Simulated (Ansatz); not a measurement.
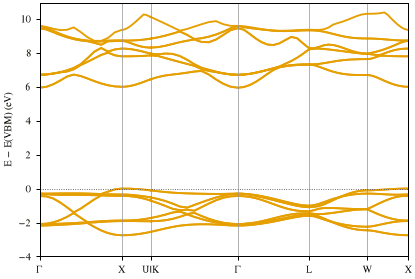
Fig. 1. Band structure from the program Ansatz at the r²SCAN with spin–orbit coupling level (PAW)

Problem. Read off the gap and where the band edges lie.

Solution. About 5.9 eV (5.94 eV by a search for the band edges); maximum at X, minimum at Γ.

The material is SrCl2 (fluorite, Fm-3m).

Symmetry was held in the r²SCAN relaxation; phonons on a q-mesh show no instability.

Potentials: the later of the program's two PAW sets.
